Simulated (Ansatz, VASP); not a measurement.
# BiN in two plane-wave programs, part 2 of 2

Aim: how closely do two programs agree when they are given the same cell, functional and k mesh? The cell is generated by rule, not measured, and may not be a known phase. The cell is taken from a series of VASP runs on this material, whose earlier steps may have relaxed, scaled or displaced it; both programs get it as it stands. Valence electrons are named where the data sets of a main pair hold unlike numbers.

VASP 6.6.1 and Ansatz 0.2.0.

So far. Step 2 (VASP: band structure, PBEsol, spin-orbit coupling): The run ends at a pressure of 19.76 GPa.

The structure was built from a prototype and need not be the compound's stable phase.

## (3) Ansatz: band structure, PBEsol, spin-orbit coupling

Level of this step: Ansatz beside VASP: Kohn-Sham DFT, plane waves, PBEsol, spin-orbit coupling (Ansatz).

Ansatz runs on its fully relativistic PAW (standard-fr) files.

The same cell, functional, mesh and smearing now go to Ansatz, which takes its cutoff from its data sets.

The input, input.yaml:

```yaml
crystal:
  lattice:
    - [3.01896, 0.0, 0.0]
    - [0.0, 3.01896, 0.0]
    - [0.0, 0.0, 3.01896]
  atoms:
    - { symbol: Bi, position: [0.0, 0.0, 0.0] }
    - { symbol: "N", position: [0.5, 0.5, 0.5] }
hamiltonian:
  xc: pbesol
  pseudopotentials: { kind: paw_fr }
magnetization:
  noncollinear: true
  spin_orbit: true
kpoints:
  mp_grid: { grid: [10, 10, 10] }
  band_path:
    path:
      - [0.0, 0.0, 0.0]
      - [0.0, 0.1, 0.0]
      - [0.0, 0.2, 0.0]
      - [0.0, 0.3, 0.0]
      - [0.0, 0.43333, 0.0]
      - [0.0, 0.5, 0.0]
      - [0.1, 0.5, 0.0]
      - [0.2, 0.5, 0.0]
      - [0.33333, 0.5, 0.0]
      - [0.43333, 0.5, 0.0]
      - [0.5, 0.5, 0.0]
      - [0.36667, 0.36667, 0.0]
      - [0.26667, 0.26667, 0.0]
      - [0.16667, 0.16667, 0.0]
      - [0.06667, 0.06667, 0.0]
      - [0.03333, 0.03333, 0.03333]
      - [0.13333, 0.13333, 0.13333]
      - [0.23333, 0.23333, 0.23333]
      - [0.33333, 0.33333, 0.33333]
      - [0.46667, 0.46667, 0.46667]
      - [0.46667, 0.5, 0.46667]
      - [0.36667, 0.5, 0.36667]
      - [0.23333, 0.5, 0.23333]
      - [0.13333, 0.5, 0.13333]
      - [0.03333, 0.5, 0.03333]
      - [0.5, 0.5, 0.03333]
      - [0.5, 0.5, 0.16667]
      - [0.5, 0.5, 0.26667]
      - [0.5, 0.5, 0.36667]
      - [0.5, 0.5, 0.5]
    npoints: 1
scf:
  occupations: { method: gaussian, width: 0.02 }
  n_extra_bands: 14
output:
  forces: true
  stress: true
  eigenvalues: true
```

Launch:

```
> ansatz run input.yaml --threads 2 --pin off --max-ram 4608MiB --backend cpu --events-out ev --progress --plain --runs-dir out
```

Numbers of over 12 decimals in the logs are rounded to 6 here.

Log:

```text
scf.n_extra_bands = 14 over 20 filled bands (N_el = 20.0): the run solves 34 bands
Engine: ansatz 0.2.0, aarch64-unknown-linux-gnu
Pseudopotentials: kind: paw_fr
Pseudopotential: Bi, paw_fr, valence charge 15, recommended cutoff 420 eV (normal), Bi.paw.azcp#standard-fr
Pseudopotential: N, paw_fr, valence charge 5, recommended cutoff 420 eV (normal), N.paw.azcp#standard-fr
Functional definition: PBEsol
  exchange = pbesol_x
  correlation = pbesol_c
non-collinear run that drives no moment, with spin-orbit: no starting moment large enough to seed its density (crystal.atoms[].spin), no starting occupations that ask for one, no magnetisation constraint and no magnetic field, so the semilocal B_xc is pinned to zero
Crystal: 2 atoms, lattice volume = 27.515 Å³
Basis set: ecut = 420 eV, 515 PW (Γ), exchange–correlation on 48×48×48 points (8 copies of the dense FFT grid, shifted against one another)
Bands: 34, of which v1, the nominal top of the filled ones, is band 20 counted from 1 (19 counted from 0)
Symmetry: 48 space group operations + 48 with time reversal
Magnetic group: BNS 221.93 (UNI 1595), of the structure as read, at distance tolerance 3.0e-5 Å
k-points: 56 of 1000
Projection manifold: j_resolved (fully-relativistic pseudo-atomic orbitals)
Non-local potential: Bi, projectors of the file, l = 0: 2, l = 1: 4, l = 2: 4, l = 3: 4
Non-local potential: N, projectors of the file, l = 0: 2, l = 1: 4, l = 2: 2
PAW form: soft (Blöchl's): semilocal exchange-correlation on the pseudo side does not see the compensation charge
PAW frozen core: Bi, regenerated for the run's functional, and the local potential with it (the file was generated under x = pbe(κ = 0.804, μ = 0.219515), c = pbe(β = 0.066725))
PAW frozen core: N, regenerated for the run's functional, and the local potential with it (the file was generated under x = pbe(κ = 0.804, μ = 0.219515), c = pbe(β = 0.066725))
PAW one-centre angular grid: Bi, 590 points (default); XC on 64 Gauss nodes
PAW one-centre angular grid: N, 110 points (default); XC on 64 Gauss nodes
Initial density: superposition of atomic densities (chi_scale 0.1, normalization cell, long waves kept (reshape's long-wave potential 0.00 eV rms))
Initial wavefunctions: pseudopotential atomic-orbital guess
Functional: x = pbesol(κ = 0.804, μ = 0.123457), c = pbesol(β = 0.046)
SCF iter   1: F=—  HF=-12658.626655 eV  |F-HF|=—  |Δ(HF+E_count)|=         —  Δρ=4.75e-2  dr2=9.33e-1  dr2_m=0.00e0 (ungated)  ethr=3.10e-3  |M|=0.00e0 ∫|m|=0.00e0 μB  |m|>n=0.0e0 m-floor=0.0e0 τ_xc=0.0e0  β_m=0.30  ⟨swp⟩=7.7  Hψ=5045  notcnv=0  defer=114
preconditioner: auto → none  [insulator: Δε(μ)=0.025 eV  Ē_g=24.519 eV  σ=0.020 eV  W_gap=0.61  n_scr=6 (ndim 8)  ℏωp=31.7 eV  f_vac=0.000  D(μ)=1.88/eV (n_scr^D=18)  ε∞_Penn≈2.7]
SCF iter   2: F=—  HF=-12658.483266 eV  |F-HF|=—  |Δ(HF+E_count)|=   1.43e-1  Δρ=2.88e-2  dr2=1.34e-1  dr2_m=0.00e0 (ungated)  ethr=3.10e-3  |M|=0.00e0 ∫|m|=0.00e0 μB  |m|>n=0.0e0 m-floor=0.0e0 τ_xc=0.0e0  β_m=0.28  ⟨swp⟩=2.0  Hψ=1400  notcnv=0  defer=388
SCF iter   3: F=—  HF=-12658.461759 eV  |F-HF|=—  |Δ(HF+E_count)|=   2.15e-2  Δρ=1.48e-2  dr2=2.91e-2  dr2_m=0.00e0 (ungated)  ethr=6.70e-4  |M|=0.00e0 ∫|m|=0.00e0 μB  |m|>n=0.0e0 m-floor=0.0e0 τ_xc=0.0e0  β_m=0.51  ⟨swp⟩=2.2  Hψ=1060  notcnv=0  defer=388
SCF iter   4: F=—  HF=-12658.459915 eV  |F-HF|=—  |Δ(HF+E_count)|=   1.84e-3  Δρ=1.85e-3  dr2=9.00e-4  dr2_m=0.00e0 (ungated)  ethr=1.46e-4  |M|=0.00e0 ∫|m|=0.00e0 μB  |m|>n=0.0e0 m-floor=0.0e0 τ_xc=0.0e0  β_m=0.53  ⟨swp⟩=2.9  Hψ=1154  notcnv=0  defer=388
SCF iter   5: F=—  HF=-12658.459920 eV  |F-HF|=—  |Δ(HF+E_count)|=   5.66e-6  Δρ=4.37e-4  dr2=3.25e-5  dr2_m=0.00e0 (ungated)  ethr=4.50e-6  |M|=0.00e0 ∫|m|=0.00e0 μB  |m|>n=0.0e0 m-floor=0.0e0 τ_xc=0.0e0  β_m=0.71  ⟨swp⟩=1.5  Hψ=894  notcnv=0  defer=388
SCF iter   6: F=—  HF=-12658.459927 eV  |F-HF|=—  |Δ(HF+E_count)|=   6.58e-6  Δρ=1.26e-4  dr2=5.26e-6  dr2_m=0.00e0 (ungated)  ethr=1.62e-7  |M|=0.00e0 ∫|m|=0.00e0 μB  |m|>n=0.0e0 m-floor=0.0e0 τ_xc=0.0e0  β_m=0.75  ⟨swp⟩=2.0  Hψ=1193  notcnv=0  defer=388
SCF iter   7: F=—  HF=-12658.459926 eV  |F-HF|=—  |Δ(HF+E_count)|=   1.09e-6  Δρ=2.78e-5  dr2=2.59e-7  dr2_m=0.00e0 (ungated)  ethr=2.63e-8  |M|=0.00e0 ∫|m|=0.00e0 μB  |m|>n=0.0e0 m-floor=0.0e0 τ_xc=0.0e0  β_m=0.87  ⟨swp⟩=1.8  Hψ=828  notcnv=0  defer=388
SCF iter   8: F=-12658.459926 eV  HF=-12658.459926 eV  |F-HF|=1.38e-9  |Δ(HF+E_count)|=   5.55e-8  Δρ=2.35e-6  dr2=1.65e-9  dr2_m=0.00e0 (ungated)  ethr=5.00e-10  |M|=0.00e0 ∫|m|=0.00e0 μB  |m|>n=0.0e0 m-floor=0.0e0 τ_xc=0.0e0  ⟨swp⟩=10.6  Hψ=4542  notcnv=0
SCF 1 converged in 8 iterations: F = -12658.459926 eV  dr2 = 1.65e-9
  greatest PAW one-centre occupation: 0.989 electrons in one spin orbital (limit 2), on the Bi atom at site 0 (counted from 0), in its partial waves of l = 2
NSCF: frozen V_eff on 30 k-points
SCF converged after 8 iterations
Magnetization: |M| = 0.0000 μB,  M = (+0.0000, +0.0000, +0.0000) μB
Absolute magnetization: 0.0000 μB (∫|m|)
  site 0: m = (+0.0000, +0.0000, +0.0000) μB, |m| = 0.0000 μB  (R = 1.08 Å)
  site 1: m = (+0.0000, +0.0000, +0.0000) μB, |m| = 0.0000 μB  (R = 1.08 Å)
Free energy (F): -12658.459926 eV
Harris-Foulkes:  -12658.459926 eV  (|F-HF|=1.38e-9)
Internal energy: -12658.459114 eV  (E = F + TS)
E sigma→0 (E₀):  -12658.459520 eV
Entropy (-TS):   -0.000812 eV (-0.406 meV/atom)
Fermi energy:    16.354173 eV
--- Per-component energies (eV) ---
  E_band       = 32.141279
  E_kinetic    = 434.076276
  E_local      = -1198.268035  (includes V_loc(G=0)·N_el)
  E_nonlocal   = 612.556654
  E_hartree    = 356.795563
  E_xc         = -212.746762
  E_vxc        = -223.642881  (∫ρ·V_xc dr)
  E_paw        = -10672.480637  (= ΣΔE_a)
  E_vpaw       = -306.171897  (= ΣTr[D̂ρ^β])
  E_aug_tail   = -0.000285  (compensation charges beyond the density's cutoff)
  E_ewald      = -1978.522157
  E_core_change = 0.130268  (= ΣΔE_core)
  E_smearing   = -0.000812  (= −TS)
  E_closure    = -0.000000  (closes the sum)
  Σ components = -12658.459926   (vs F -12658.459926, Δ=0.00e0)
--- Forces (eV/Å), atoms counted from 1 ---
  atom   1  Bi    -0.00000000     0.00000000     0.00000000
  atom   2  N      0.00000000     0.00000000     0.00000000
  max |Σ_I F_I| component: 7.66e-29 eV/Å
--- Stress (GPa, compression-positive) ---
       19.876070       0.000000      -0.000000
        0.000000      19.876070       0.000000
        0.000000       0.000000      19.876070
  P = ⅓ Tr σ = 19.8761 GPa (198.761 kbar)
--- Band table (eV; the first three rows and the last of 56) ---
  k-point 0: bands = [... 16 lower, 14.1101, 14.1101, 14.1101, 14.1101, 22.5495, 22.5495, 24.0444, 24.0444, ... 10 higher]
  k-point 1: bands = [... 16 lower, 14.1749, 14.1749, 14.2362, 14.2362, 21.9024, 21.9024, 23.9027, 23.9027, ... 10 higher]
  k-point 2: bands = [... 16 lower, 14.4424, 14.4424, 14.5856, 14.5856, 20.5503, 20.5503, 23.2256, 23.2256, ... 10 higher]
  k-point 55: bands = [... 16 lower, 13.2511, 13.2511, 13.2511, 13.2511, 13.3694, 13.3694, 14.9702, 14.9702, ... 10 higher]
```

It took 13 s on 2 threads of Arm Neoverse N1, shared host; peak memory 0.43 GiB.

## (4) Differences

Known differences besides the potentials themselves: spin-orbit coupling enters by fully relativistic files in Ansatz and inside the spheres in VASP; the cutoff is 420 eV in Ansatz and 520 eV in VASP; Ansatz makes its cores anew for this functional, VASP keeps those of its PBE data sets. Total energies have different zeros and are not compared.

Both answers:

```
                                        quantity  Ansatz   VASP  difference
                                  pressure (GPa)   19.88  19.76       +0.12
pressure without Ansatz's Pulay correction (GPa)   19.49  19.76       -0.26
```

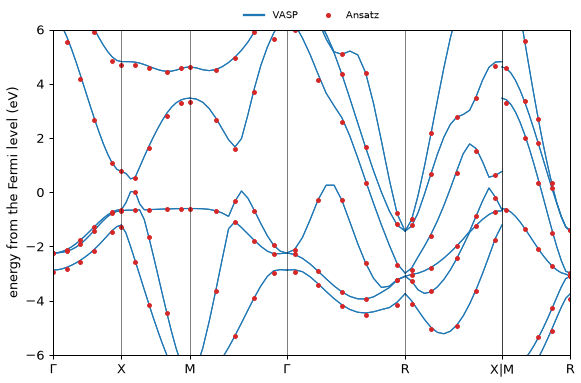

Bands from VASP (lines) and levels from Ansatz (dots). Dots without a line are higher empty bands that the VASP plot leaves out.

Levels from 3 eV below to 2 eV above the Fermi level differ by 42 meV r.m.s. and 115 meV at most; each VASP level is matched to the nearest of Ansatz, which flatters the figure a little. Ansatz's pressure holds a Pulay correction of 0.38 GPa; VASP's holds none.

## (5) Summary of results

| Item | Value |
| --- | --- |
| r.m.s. difference of levels near the Fermi level (band structure, PBEsol, spin-orbit coupling) | 42 meV |

In words: The r.m.s. difference of levels near the Fermi level is 42 meV (band structure, PBEsol, spin-orbit coupling), within the 80 meV picked in this series as the mark of a large difference. 1 further run of this series is not shown here. How closely two codes agree says nothing of how well the functional describes the real material.

[Lines on the potential files, build, host, timing and source positions are cut from VASP's logs without a mark.]

[Logs are printed without paths, hosts, clocks, repeated set-up lines and the standing remarks that a program may print on its own settings, such as how far it seeks lower states.]

[Hosts, paths, dates, database ids (printed as entryN), source tags and the programs' standing remarks are cut or masked in the printed files.]
